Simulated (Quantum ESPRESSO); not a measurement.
# MnF2: a ladder in the Hubbard U, part 3 of 3

Aim: see how far moments and order energies of MnF2 move with the Hubbard U, and what each rung costs.

Quantum ESPRESSO 7.5; LDA; plane waves with GBRV 1.5 LDA potentials, no spin-orbit coupling (settings of the first rung).

So far, absolute magnetization (μB): step 2 (rung 1, start ferro ++) 10.00; step 4 (Hubbard form dudarev, Hubbard projectors ortho-atomic) 10; step 6 (Hubbard form dudarev, Hubbard projectors ortho-atomic) 10; step 8 (Hubbard form dudarev, Hubbard projectors ortho-atomic) 10; step 10 (Hubbard form dudarev, Hubbard projectors ortho-atomic) 10.

## Step 12: Rung 6, start ferro ++

Level of this step: LDA with U = 7.5 eV on Mn d (ortho-atomic projectors); plane waves with GBRV 1.5 LDA potentials, no spin-orbit coupling (Quantum ESPRESSO).

pw.in reads:

```
&CONTROL
  calculation = 'scf'
  prefix = 'pwscf'
  outdir = './tmp'
  pseudo_dir = './pseudo'
  disk_io = 'nowf'
/
&SYSTEM
  ibrav = 0
  nat = 6
  ntyp = 2
  ecutwfc = 40
  ecutrho = 280
  nbnd = 44
  occupations = 'smearing'
  smearing = 'fd'
  degauss = 0.00999582
  nspin = 2
  starting_magnetization(1) = 0.3
  starting_magnetization(2) = 0
/
&ELECTRONS
  conv_thr = 1.2d-08
  electron_maxstep = 150
  mixing_beta = 0.3
/
ATOMIC_SPECIES
Mn     54.9380 mn_lda_v1.5.uspp.F.UPF
F      18.9984 f_lda_v1.4.uspp.F.UPF
CELL_PARAMETERS angstrom
   4.8738000000    0.0000000000    0.0000000000
   0.0000000000    4.8738000000    0.0000000000
   0.0000000000    0.0000000000    3.3107000000
ATOMIC_POSITIONS crystal
Mn      0.0000000000    0.0000000000    0.0000000000
Mn      0.5000000000    0.5000000000    0.5000000000
F       0.3053000000    0.3053000000    0.0000000000
F       0.1947000000    0.8053000000    0.5000000000
F       0.6947000000    0.6947000000    0.0000000000
F       0.8053000000    0.1947000000    0.5000000000
K_POINTS automatic
6 6 6 0 0 0
HUBBARD {ortho-atomic}
U Mn-3d 7.5000
```

Run with:

```sh
OMP_NUM_THREADS=1 mpirun -n 2 pw.x -nk 2 -in pw.in > pw.out
```

The program printed:

```text
     [... lines left out ...]
Program PWSCF v.7.5 starts
     [... lines left out ...]
     number of atoms/cell      =            6
     [... lines left out ...]
     number of electrons       =        58.00
     number of Kohn-Sham states=           44
     kinetic-energy cutoff     =      40.0000  Ry
     charge density cutoff     =     280.0000  Ry
     scf convergence threshold =      1.2E-08
     [... lines left out ...]
     16 Sym. Ops., with inversion, found ( 8 have fractional translation)
     [... lines left out ...]
     number of k points=    40  Fermi-Dirac smearing, width (Ry)=  0.0100
     [... lines left out ...]
     iteration # 10     ecut=    40.00 Ry     beta= 0.30
     [... lines left out ...]
     Magnetic moment per site  (integrated on atomic sphere of radius R)
     atom   1 (R=0.178)  charge= 12.3097  magn=  4.2587
     atom   2 (R=0.178)  charge= 12.3097  magn=  4.2587
     atom   3 (R=0.178)  charge=  6.6974  magn=  0.0549
     atom   4 (R=0.178)  charge=  6.6974  magn=  0.0549
     atom   5 (R=0.178)  charge=  6.6974  magn=  0.0549
     atom   6 (R=0.178)  charge=  6.6974  magn=  0.0549
     [... lines left out ...]
     Tr[ns(  1)] (up, down, total) =   4.99047  0.15860  5.14907
     [... lines left out ...]
     Tr[ns(  2)] (up, down, total) =   4.99047  0.15860  5.14907
     [... lines left out ...]
     the Fermi energy is     6.4022 ev
!    total energy              =    -616.77318041 Ry
     estimated scf accuracy    <          4.5E-09 Ry
     smearing contrib. (-TS)   =      -0.00000008 Ry
     [... lines left out ...]
     total magnetization       =    10.00 Bohr mag/cell
     absolute magnetization    =    10.00 Bohr mag/cell
     convergence has been achieved in  10 iterations
```

Run time: 78 s. Hardware: 2 MPI ranks of Arm Neoverse V1, shared host; peak memory 0.34 GiB; 2.6 min of CPU time.

Numbers from this step:

```yaml
magnetization: 10 μB
final_state: ferromagnetic
largest_moment: 4.259 μB
```

## Step 13: Rung 6, start antiferro +-

pw.in, as its differences from that of step 12:

```diff
@@ -10,6 +10,6 @@
   nat = 6
-  ntyp = 2
+  ntyp = 3
   ecutwfc = 40
   ecutrho = 280
-  nbnd = 44
+  nbnd = 39
   occupations = 'smearing'
@@ -19,3 +19,4 @@
   starting_magnetization(1) = 0.3
-  starting_magnetization(2) = 0
+  starting_magnetization(2) = -0.3
+  starting_magnetization(3) = 0
 /
@@ -27,3 +28,4 @@
 ATOMIC_SPECIES
-Mn     54.9380 mn_lda_v1.5.uspp.F.UPF
+Mn1    54.9380 mn_lda_v1.5.uspp.F.UPF
+Mn2    54.9380 mn_lda_v1.5.uspp.F.UPF
 F      18.9984 f_lda_v1.4.uspp.F.UPF
@@ -34,4 +36,4 @@
 ATOMIC_POSITIONS crystal
-Mn      0.0000000000    0.0000000000    0.0000000000
-Mn      0.5000000000    0.5000000000    0.5000000000
+Mn1     0.0000000000    0.0000000000    0.0000000000
+Mn2     0.5000000000    0.5000000000    0.5000000000
 F       0.3053000000    0.3053000000    0.0000000000
@@ -43,2 +45,3 @@
 HUBBARD {ortho-atomic}
-U Mn-3d 7.5000
+U Mn1-3d 7.5000
+U Mn2-3d 7.5000
```

The program printed:

```text
     [... lines left out ...]
Program PWSCF v.7.5 starts
     [... lines left out ...]
     number of atoms/cell      =            6
     [... lines left out ...]
     number of electrons       =        58.00
     number of Kohn-Sham states=           39
     kinetic-energy cutoff     =      40.0000  Ry
     charge density cutoff     =     280.0000  Ry
     scf convergence threshold =      1.2E-08
     [... lines left out ...]
      8 Sym. Ops., with inversion, found
     [... lines left out ...]
     number of k points=    52  Fermi-Dirac smearing, width (Ry)=  0.0100
     [... lines left out ...]
     iteration #  9     ecut=    40.00 Ry     beta= 0.30
     [... lines left out ...]
     Magnetic moment per site  (integrated on atomic sphere of radius R)
     atom   1 (R=0.178)  charge= 12.3108  magn=  4.2517
     atom   2 (R=0.178)  charge= 12.3108  magn= -4.2517
     atom   3 (R=0.178)  charge=  6.6970  magn= -0.0170
     atom   4 (R=0.178)  charge=  6.6970  magn=  0.0170
     atom   5 (R=0.178)  charge=  6.6970  magn= -0.0170
     atom   6 (R=0.178)  charge=  6.6970  magn=  0.0170
     [... lines left out ...]
     Tr[ns(  1)] (up, down, total) =   4.98981  0.16322  5.15303
     [... lines left out ...]
     Tr[ns(  2)] (up, down, total) =   0.16322  4.98981  5.15303
     [... lines left out ...]
     the Fermi energy is     6.3487 ev
!    total energy              =    -616.77445801 Ry
     estimated scf accuracy    <          8.4E-09 Ry
     smearing contrib. (-TS)   =      -0.00000001 Ry
     [... lines left out ...]
     total magnetization       =     0.00 Bohr mag/cell
     absolute magnetization    =     9.81 Bohr mag/cell
     convergence has been achieved in   9 iterations
```

The job ended after 73 s (2 MPI ranks; peak memory 0.37 GiB; 2.4 min of CPU time).

This step gave:

```
magnetization  : 0 μB
final state    : antiferromagnetic
largest moment : 4.252 μB
```

## Step 14: Side by side

Ladder, by row:

```
rung                                U  state from the first start  state from the second start  second less first (meV a seeded atom)  moment, first (μB)  moment, second (μB)  CPU time (s)
   1                             none               ferromagnetic            antiferromagnetic                                 -67.77               4.162                4.113         291.1
   2  Mn d U 1.5 Dudarev ortho-atomic               ferromagnetic            antiferromagnetic                                 -42.54               4.189                4.162         340.4
   3  Mn d U 3.0 Dudarev ortho-atomic               ferromagnetic            antiferromagnetic                                 -28.25               4.211                4.193         342.6
   4  Mn d U 4.5 Dudarev ortho-atomic               ferromagnetic            antiferromagnetic                                 -19.19                4.23                4.217         330.5
   5  Mn d U 6.0 Dudarev ortho-atomic               ferromagnetic            antiferromagnetic                                 -13.04               4.245                4.236           299
   6  Mn d U 7.5 Dudarev ortho-atomic               ferromagnetic            antiferromagnetic                                 -8.691               4.259                4.252         301.5
```

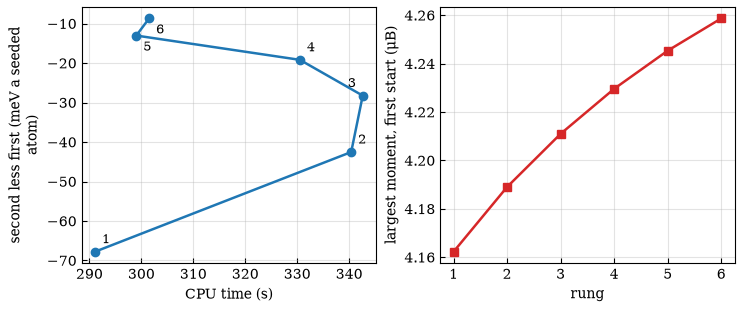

Result against cost, rungs numbered as in the table, and the moment by rung.

## Step 15: Outcome

```json
{"range of the largest moment, first start": "4.16 to 4.26 μB; second start 4.11 to 4.25 μB", "range of CPU time": "4.9 min to 5.7 min", "range of the energy difference": "-67.8 to -8.69 meV a seeded atom"}
```

In words: In the first start the moment grows with U. The size of the difference goes from 67.8 to 8.69 meV as U grows. Energies are free energies at an electronic temperature of 1580 K, which lowers moments and differences where the moments are itinerant.

[Logs and program files are shortened in this print: banners, set-up blocks, solver, clock and traceback lines can be left out without a mark of their own.]

[Logs are printed without paths, hosts, clocks, repeated set-up lines and the standing remarks that a program may print on its own settings, such as how far it seeks lower states.]

[Hosts, paths, dates, database ids (printed as entryN), source tags and the programs' standing remarks are cut or masked in the printed files.]

[Where a cell is said to come from a database of computed structures, the database is the Materials Project.]
